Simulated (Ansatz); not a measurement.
**ClH₄PSi···H₂O: density, localisation and related maps**

Input

```
crystal:
  periodic: [false, false, false]
  atoms:
    - { symbol: Si, position_ang: [0.0, 0.0, 0.0] }
    - { symbol: O, position_ang: [0.0, 0.0, 2.03] }
    - { symbol: H, position_ang: [-0.9095, -0.2814, 2.3671] }
    - { symbol: H, position_ang: [1.3768, 0.0, -0.4862] }
    - { symbol: H, position_ang: [-0.6877, 1.1914, -0.4862] }
    - { symbol: Cl, position_ang: [-1.0032, -1.7381, -0.7093] }
    - { symbol: P, position_ang: [0.9228, -2.165, 0.782] }
    - { symbol: H, position_ang: [0.0303, -3.2136, 0.4353] }
    - { symbol: H, position_ang: [2.1821, -2.3934, 0.1669] }
    - { symbol: H, position_ang: [0.4794, -1.1248, 1.8891] }
basis:
  gaussian: { orbitals: def2-SVP }
hamiltonian:
  xc: hf
relax:
  f_tol: 0.15
  max_steps: 25
  restrain:
    - { distance: [0, 6], at: 2.18, k: 30.0 }
    - { distance: [9, 1], at: 1.01, k: 30.0 }
    - { distance: [0, 1], at: 2.88, k: 30.0 }
    - { distance: [9, 6], at: 2.62, k: 30.0 }
output:
  orbitals: {}
```

Launched as:

```sh
ansatz run input.yaml --threads 2 --pin off --max-ram 3072MiB --backend cpu --events-out ev --progress --plain --runs-dir out
```

The fields are those of the run's last geometry, not of the input's.

Not at a stationary point (largest force 1.3 eV/Å).

Level of theory: Ansatz 0.2.0, RHF/def2-SVP.

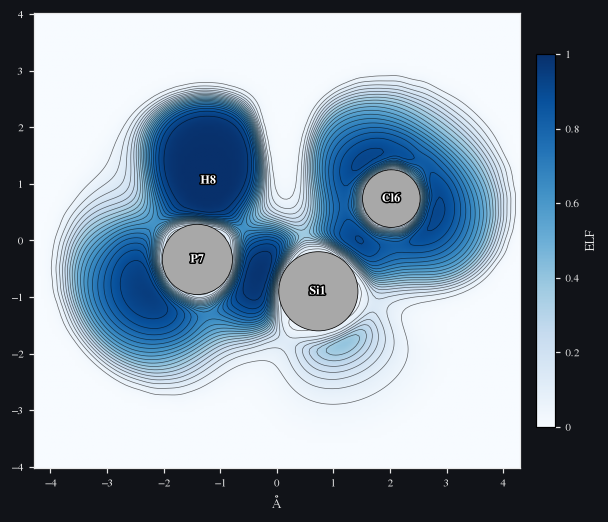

Figure 1. ELF on the plane of atoms Si1, P7 and H8. Grey discs cover the atomic cores.

Interpret the plot.

The section cuts through Si, Cl, P and H sites. Si–Cl (2.09 Å): the ELF peaks at about 0.90 between the atoms (a shared but strongly polarised pair). Si–P (2.21 Å): the ELF peaks at about 1 between the atoms, as expected for localised, covalent bonding. P–H (1.41 Å): the ELF climbs to about 1 towards the hydrogen, as it does in any bond to H. The ELF also peaks beside P7 and Cl6, away from the bonds: lone-pair regions.

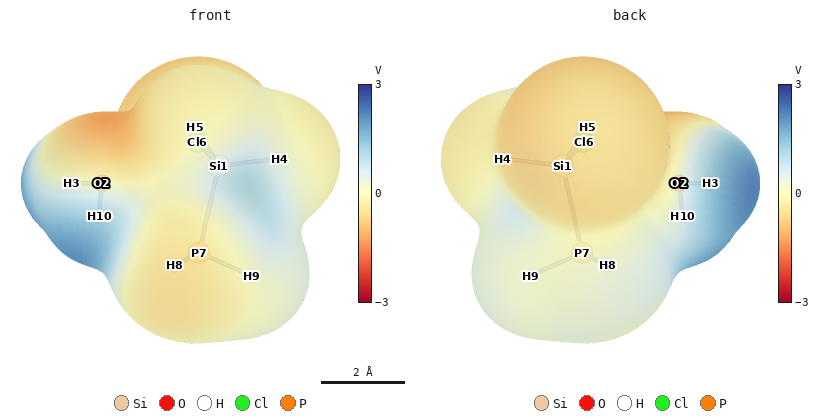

Figure 2. The molecular electrostatic potential painted on the density surface at 0.001 e/bohr³, seen from the front and from behind; the colour scale runs from red (negative) to blue (positive).

Describe the electrostatic potential map.

The most negative region (about −1.2 V) lies over O2, the most positive (about +2.2 V) over H3. O2 is the likeliest acceptor of a hydrogen bond.

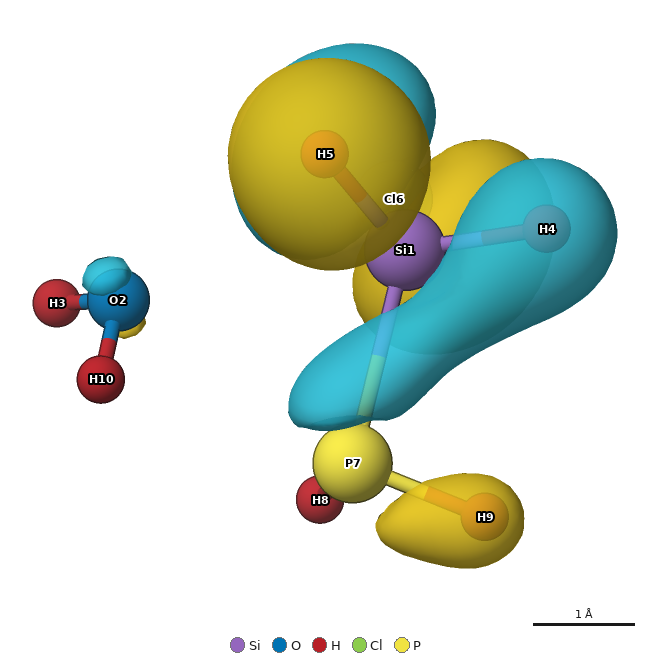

Figure 3. The HOMO−1 at ±0.1 Å⁻³ᐟ² (yellow and cyan are the two phases), seen across its widest extent.

Describe this orbital and give its energy.

By Hirshfeld shares it lies mainly on Cl6 (about 55 %), Si1 (about 15 %) and H5 (about 15 %). Its energy is −11.74 eV.
